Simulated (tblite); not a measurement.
Run report: C$_{5}$H$_{13}$PSSi, geometry relaxation

- system: C$_{5}$H$_{13}$PSSi
- method: GFN2-xTB geometry optimisation, gas phase (tblite 0.8.0)

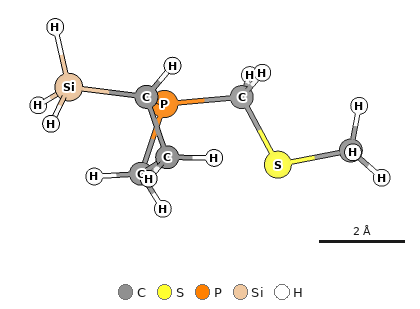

*The input geometry (ball-and-stick view, seen at a tilt).*

Bond lengths as drawn: C–C 1.52 Å, C–H 1.09 to 1.11 Å, C–P 1.85 to 1.86 Å, C–S 1.80 to 1.83 Å, C–Si 1.86 Å and H–Si 1.47 to 1.48 Å.

## Summary

| quantity | value |
| --- | --- |
| outcome | converged |
| total energy | −674.6428 eV |
| hardware | 1 CPU thread, shared host |
| peak memory | 0.18 GiB |

## Input
```
{"job": {"kind": "relax", "xc": "GFN2-xTB", "basis": "xTB"}, "charge": 0, "multiplicity": 1}
C      3.772000     0.316700     0.214800
S      2.358400    -0.827900     0.401300
C      1.318700    -0.563800    -1.049100
P     -0.459600    -0.972000    -0.749800
C     -0.959800    -1.034800     1.043800
C     -0.833400     0.475600     1.102700
C     -1.422100     0.548600    -0.296700
Si    -3.264200     0.277700    -0.360600
H      3.902400     0.436000    -0.880400
H      4.695900    -0.089000     0.629300
H      3.493200     1.306400     0.620000
H      1.453600     0.492000    -1.335000
H      1.714100    -1.193500    -1.859000
H     -2.007100    -1.367700     1.155700
H     -0.213900    -1.562700     1.640100
H     -1.442100     0.972600     1.886000
H      0.227200     0.790300     1.066800
H     -1.102200     1.451700    -0.830100
H     -3.520400    -1.166500    -0.336400
H     -3.879400     0.884100     0.841500
H     -3.840100     0.843100    -1.595800
```

The first line tells a small driver script what to run in tblite; the rest is the geometry in Å.

Command:
```bash
OMP_NUM_THREADS=1 python <driver script> task.json out
```

## Output
```
step      E/eV     max force
  0    -673.61287    3.300
  1    -673.94192    1.725
  2    -674.12572    0.804
  3    -674.20172    0.644
  4    -674.24514    0.658
  5    -674.28234    0.463
  6    -674.30602    0.363
  7    -674.32414    0.381
  8    -674.34153    0.440
  9    -674.36141    0.436
 10    -674.37954    0.319
 11    -674.39382    0.279
 12    -674.40639    0.260
 13    -674.42038    0.270
 14    -674.43643    0.341
 15    -674.45175    0.277
 16    -674.46253    0.269
 17    -674.46970    0.234
 18    -674.47624    0.203
 19    -674.48284    0.213
 20    -674.48745    0.125
 21    -674.48982    0.099
 22    -674.49154    0.090
 23    -674.49369    0.144
 24    -674.49641    0.159
 25    -674.49912    0.143
 26    -674.50134    0.093
 27    -674.50336    0.116
 28    -674.50603    0.185
 29    -674.50976    0.202
 30    -674.51366    0.179
 31    -674.51658    0.097
 32    -674.51885    0.129
 33    -674.52118    0.168
 34    -674.52397    0.155
 35    -674.52720    0.113
 36    -674.53029    0.103
 37    -674.53281    0.132
 38    -674.53492    0.141
 39    -674.53688    0.093
 40    -674.53868    0.084
 41    -674.54016    0.077
 42    -674.54125    0.101
 43    -674.54209    0.084
 44    -674.54280    0.061
 45    -674.54338    0.058
 46    -674.54380    0.045
 47    -674.54411    0.048
 48    -674.54442    0.040
 49    -674.54483    0.074
 50    -674.54539    0.092
 51    -674.54608    0.070
 52    -674.54655    0.051
 53    -674.54704    0.047
 54    -674.54762    0.086
 55    -674.54832    0.101
 56    -674.54900    0.074
 57    -674.54968    0.068
 58    -674.55056    0.086
 59    -674.55187    0.125
 60    -674.55349    0.148
 61    -674.55482    0.103
 62    -674.55553    0.055
 63    -674.55592    0.055
 64    -674.55636    0.061
 65    -674.55692    0.069
 66    -674.55753    0.051
 67    -674.55817    0.062
 68    -674.55889    0.064
 69    -674.55971    0.086
 70    -674.56056    0.082
 71    -674.56144    0.053
 72    -674.56226    0.063
 73    -674.56306    0.074
 74    -674.56449    0.115
 75    -674.56610    0.123
 76    -674.56773    0.089
 77    -674.56912    0.084
 78    -674.56990    0.104
 79    -674.57111    0.084
 80    -674.57216    0.077
 81    -674.57339    0.092
 82    -674.57448    0.107
 83    -674.57586    0.084
 84    -674.57728    0.081
 85    -674.57848    0.077
 86    -674.57961    0.091
 87    -674.58087    0.111
 88    -674.58207    0.084
 89    -674.58291    0.066
 90    -674.58344    0.069
 91    -674.58382    0.059
 92    -674.58442    0.051
 93    -674.58487    0.053
 94    -674.58529    0.045
 95    -674.58570    0.042
 96    -674.58619    0.042
 97    -674.58671    0.065
 98    -674.58724    0.064
 99    -674.58774    0.046
100    -674.58818    0.043
101    -674.58862    0.047
102    -674.58912    0.068
103    -674.58964    0.063
104    -674.59005    0.051
105    -674.59032    0.046
106    -674.59049    0.029
107    -674.59063    0.029
108    -674.59073    0.023
109    -674.59084    0.022
110    -674.59095    0.027
111    -674.59110    0.037
112    -674.59131    0.035
113    -674.59157    0.037
114    -674.59186    0.034
115    -674.59214    0.042
116    -674.59241    0.041
117    -674.59273    0.048
118    -674.59312    0.051
119    -674.59360    0.050
120    -674.59413    0.048
121    -674.59473    0.049
122    -674.59522    0.045
123    -674.59569    0.053
124    -674.59615    0.054
125    -674.59695    0.066
126    -674.59795    0.053
127    -674.59889    0.090
128    -674.59934    0.076
129    -674.60026    0.068
130    -674.60118    0.089
131    -674.60229    0.081
132    -674.60485    0.099
133    -674.60707    0.120
134    -674.60244    0.395
135    -674.60989    0.083
136    -674.61123    0.086
137    -674.60983    0.295
138    -674.61464    0.076
139    -674.61572    0.078
140    -674.61712    0.127
141    -674.61845    0.082
142    -674.61923    0.086
143    -674.62055    0.092
144    -674.62159    0.094
145    -674.62329    0.073
146    -674.62513    0.077
147    -674.62641    0.086
148    -674.62765    0.095
149    -674.62912    0.092
150    -674.63007    0.127
151    -674.63172    0.148
152    -674.63337    0.108
153    -674.63550    0.071
154    -674.63616    0.046
155    -674.63674    0.046
156    -674.63708    0.048
157    -674.63736    0.034
158    -674.63789    0.035
159    -674.63835    0.049
160    -674.63908    0.058
161    -674.63958    0.047
162    -674.63993    0.043
163    -674.64019    0.043
164    -674.64051    0.040
165    -674.64090    0.044
166    -674.64118    0.038
167    -674.64136    0.024
168    -674.64149    0.024
169    -674.64164    0.029
170    -674.64181    0.032
171    -674.64197    0.026
172    -674.64209    0.022
173    -674.64219    0.016
174    -674.64227    0.017
175    -674.64235    0.016
176    -674.64241    0.016
177    -674.64247    0.016
178    -674.64253    0.018
179    -674.64258    0.017
180    -674.64263    0.014
181    -674.64267    0.011
182    -674.64270    0.010
183    -674.64273    0.011
184    -674.64275    0.009
```

## Trajectory as extended XYZ (Å, eV, eV/Å), 5 of the 185 frames kept, from step=0 to step=184
```
21
Properties=species:S:1:pos:R:3:forces:R:3 step=0 energy=-673.61287
C     3.7720    0.3167    0.2148   -0.3090   0.6790  -1.2560
S     2.3584   -0.8279    0.4013    0.6600  -0.4680   1.1750
C     1.3187   -0.5638   -1.0491    0.7520   1.1340   0.2240
P    -0.4596   -0.9720   -0.7498   -2.2690  -1.7650  -1.6210
C    -0.9598   -1.0348    1.0438    1.8270  -0.4840   0.9830
C    -0.8334    0.4756    1.1027   -0.9330   0.1380   0.2260
C    -1.4221    0.5486   -0.2967    1.4160   1.8920  -0.7380
Si   -3.2642    0.2777   -0.3606   -0.9780  -0.0410  -0.2420
H     3.9024    0.4360   -0.8804    0.1270  -0.0490   0.5500
H     4.6959   -0.0890    0.6293   -0.5000   0.0540   0.1470
H     3.4932    1.3064    0.6200    0.3230  -0.5770   0.0560
H     1.4536    0.4920   -1.3350   -0.2180  -0.1310  -0.0650
H     1.7141   -1.1935   -1.8590   -0.3670   0.0150   0.1040
H    -2.0071   -1.3677    1.1557    0.9410  -0.1170   0.0400
H    -0.2139   -1.5627    1.6401   -0.3930  -0.3430   0.4280
H    -1.4421    0.9726    1.8860    0.6450  -0.0350  -0.1670
H     0.2272    0.7903    1.0668   -0.6010  -0.0110   0.5130
H    -1.1022    1.4517   -0.8301   -0.2070   0.1540  -0.2290
H    -3.5204   -1.1665   -0.3364   -0.1930   0.0530  -0.1340
H    -3.8794    0.8841    0.8415    0.1260  -0.0440  -0.2240
H    -3.8401    0.8431   -1.5958    0.1520  -0.0510   0.2310
21
Properties=species:S:1:pos:R:3:forces:R:3 step=46 energy=-674.54380
C     3.6955    0.2852    0.0191   -0.0110  -0.0040   0.0000
S     2.4319   -0.9642    0.3927    0.0020  -0.0290   0.0270
C     1.2234   -0.4965   -0.8946   -0.0310   0.0180  -0.0270
P    -0.5290   -1.1716   -0.6914    0.0280   0.0280  -0.0040
C    -0.6780   -1.1398    1.1740    0.0000  -0.0070  -0.0130
C    -0.9204    0.3702    1.1762   -0.0170  -0.0070   0.0180
C    -1.3784    0.4643   -0.2889    0.0170   0.0150   0.0070
Si   -3.2672    0.4088   -0.5312    0.0080  -0.0150  -0.0010
H     3.9957    0.2045   -1.0225    0.0040  -0.0040   0.0150
H     4.5405    0.0800    0.6686   -0.0160  -0.0080  -0.0120
H     3.2987    1.2756    0.2309    0.0150  -0.0030  -0.0220
H     1.1999    0.5940   -0.9323   -0.0050   0.0160   0.0060
H     1.6051   -0.8714   -1.8486    0.0010  -0.0070  -0.0020
H    -1.5711   -1.6935    1.4669    0.0060  -0.0160  -0.0050
H     0.1788   -1.5108    1.7342   -0.0100   0.0220  -0.0120
H    -1.6491    0.7150    1.9123   -0.0020   0.0170   0.0260
H     0.0113    0.9133    1.3437   -0.0140  -0.0100  -0.0030
H    -0.9642    1.3137   -0.8380    0.0040   0.0100   0.0000
H    -3.7719   -0.9633   -0.5222    0.0260  -0.0230   0.0150
H    -3.8764    1.1586    0.5716   -0.0060   0.0190  -0.0140
H    -3.5840    1.0448   -1.8113    0.0000  -0.0140   0.0010
21
Properties=species:S:1:pos:R:3:forces:R:3 step=92 energy=-674.58442
C     3.8688    0.1086   -0.0926    0.0020   0.0100  -0.0090
S     2.3965   -0.8212    0.4147    0.0160  -0.0130   0.0080
C     1.2224   -0.1911   -0.8327    0.0040   0.0140   0.0060
P    -0.4926   -0.9711   -0.7434    0.0030   0.0240  -0.0320
C    -0.6729   -1.1534    1.1099    0.0090  -0.0080   0.0260
C    -1.0586    0.3172    1.2752   -0.0130   0.0040   0.0120
C    -1.4631    0.5475   -0.1900    0.0270  -0.0080  -0.0180
Si   -3.3205    0.3489   -0.5491    0.0050   0.0010  -0.0510
H     4.2096   -0.2216   -1.0705   -0.0410  -0.0100  -0.0150
H     4.6288   -0.1002    0.6526    0.0210   0.0060   0.0040
H     3.6412    1.1713   -0.1039    0.0060   0.0020  -0.0020
H     1.1672    0.8957   -0.7295   -0.0050  -0.0140   0.0160
H     1.6372   -0.4331   -1.8160   -0.0060   0.0120   0.0140
H    -1.5005   -1.8289    1.3251   -0.0390  -0.0030  -0.0020
H     0.2102   -1.4912    1.6485    0.0060  -0.0080  -0.0070
H    -1.8391    0.5050    2.0155   -0.0350   0.0140  -0.0190
H    -0.1882    0.9149    1.5484    0.0090   0.0100   0.0010
H    -1.1028    1.4853   -0.6217    0.0100  -0.0190   0.0000
H    -3.8146   -0.9168   -0.0090    0.0090  -0.0070   0.0130
H    -4.0288    1.4677    0.0787    0.0050   0.0000   0.0260
H    -3.5091    0.3836   -2.0014    0.0080  -0.0090   0.0300
21
Properties=species:S:1:pos:R:3:forces:R:3 step=138 energy=-674.61464
C     4.0104   -0.1439   -0.4406   -0.0080   0.0150   0.0320
S     2.5441   -0.8849    0.3323   -0.0040  -0.0240   0.0010
C     1.2568    0.1468   -0.4519    0.0180  -0.0240   0.0040
P    -0.3464   -0.8061   -0.6154   -0.0320   0.0210  -0.0080
C    -0.7015   -1.0729    1.2015    0.0030   0.0130   0.0220
C    -1.2732    0.3386    1.3609   -0.0010   0.0110  -0.0100
C    -1.5104    0.5967   -0.1374    0.0090  -0.0190  -0.0160
Si   -3.2824    0.2147   -0.7185    0.0410   0.0230   0.0090
H     4.1012   -0.4814   -1.4690   -0.0430   0.0330  -0.0330
H     4.8700   -0.4735    0.1300    0.0450  -0.0440   0.0400
H     3.9259    0.9368   -0.3848    0.0320   0.0280  -0.0340
H     1.1399    1.0672    0.1233    0.0210  -0.0010   0.0210
H     1.6036    0.3885   -1.4578    0.0010   0.0000  -0.0350
H    -1.4630   -1.8451    1.3138    0.0070  -0.0080   0.0170
H     0.1608   -1.3233    1.8169    0.0000  -0.0180   0.0170
H    -2.1654    0.4077    1.9864   -0.0160  -0.0310  -0.0010
H    -0.5265    1.0143    1.7783   -0.0050   0.0430   0.0070
H    -1.1747    1.5767   -0.4885   -0.0660  -0.0340  -0.0140
H    -3.7935   -0.9546   -0.0051    0.0120  -0.0410   0.0040
H    -4.1385    1.3614   -0.4101    0.0000   0.0420   0.0080
H    -3.2462   -0.0467   -2.1553   -0.0130   0.0130  -0.0310
21
Properties=species:S:1:pos:R:3:forces:R:3 step=184 energy=-674.64275
C     4.0307   -0.1653   -0.5285   -0.0070  -0.0010  -0.0020
S     2.6049   -1.0292    0.1927   -0.0010  -0.0020  -0.0030
C     1.2752    0.0897   -0.3683   -0.0010   0.0000  -0.0010
P    -0.3272   -0.8667   -0.4846    0.0060   0.0060  -0.0010
C    -0.7070   -0.9806    1.3452    0.0020   0.0000  -0.0030
C    -1.3558    0.4084    1.3668   -0.0040   0.0010  -0.0020
C    -1.5083    0.5630   -0.1568    0.0060   0.0000  -0.0010
Si   -3.2516    0.1744   -0.8078    0.0000  -0.0040   0.0040
H     3.9505   -0.1718   -1.6124    0.0000   0.0030   0.0030
H     4.9149   -0.7120   -0.2186    0.0020   0.0020   0.0010
H     4.0709    0.8526   -0.1507    0.0010  -0.0010   0.0020
H     1.2138    0.9419    0.3119   -0.0010  -0.0050   0.0030
H     1.5352    0.4344   -1.3716   -0.0020  -0.0010  -0.0020
H    -1.4251   -1.7795    1.5309   -0.0010  -0.0010  -0.0010
H     0.1576   -1.1260    1.9914    0.0010   0.0030   0.0000
H    -2.2958    0.4525    1.9206    0.0000   0.0000   0.0090
H    -0.6890    1.1605    1.7912   -0.0020  -0.0020  -0.0010
H    -1.1539    1.5179   -0.5515    0.0040  -0.0010  -0.0040
H    -3.6509   -1.1620   -0.3657   -0.0010   0.0060   0.0000
H    -4.1726    1.1735   -0.2571    0.0020  -0.0010  -0.0010
H    -3.2254    0.2411   -2.2683   -0.0020  -0.0020  -0.0010
```

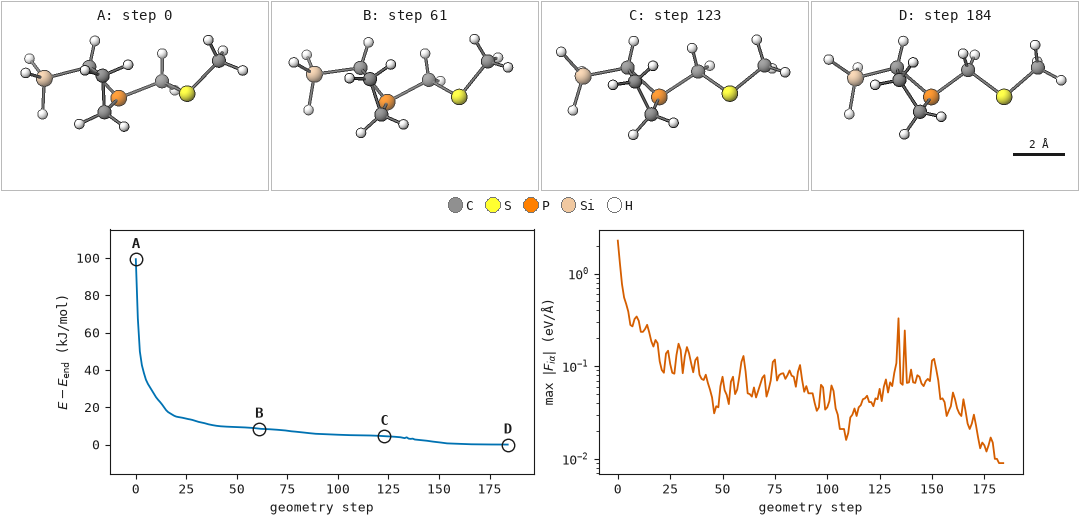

*Frames of the relaxation (ball-and-stick view, seen at an oblique angle) above the curves, on which the letters mark them (steps are counted from 0).*

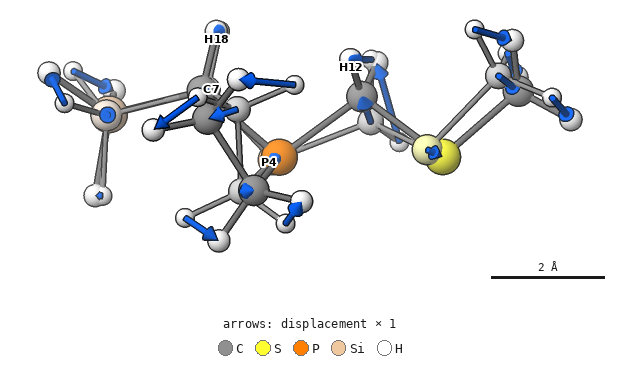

*Start (faint) and end (solid) with the displacements as blue arrows, at true length (ball-and-stick view, seen at an oblique angle). The two geometries are laid on each other by the best rigid fit.*

The atom that moves furthest after the best rigid fit is H12 (1.72 Å). By element the largest moves are H 1.72 Å, C 0.94 Å, Si 0.47 Å, S 0.37 Å, P 0.32 Å. Distances before and after: C7–Si8 1.863 → 1.901 Å, P4–C7 1.856 → 1.883 Å, S2–C3 1.804 → 1.826 Å, C3–P4 1.849 → 1.870 Å. Among the angles that change: C3–P4–C5 114.9° → 98.3°, C3–P4–C7 110.9° → 98.0°, C5–C6–C7 88.8° → 96.8°. After 184 geometry steps the energy has fallen by 99.4 kJ/mol. The largest force component goes from 2.3 to 0.009 eV/Å. (Atoms are counted from 1 in the order of the input.)
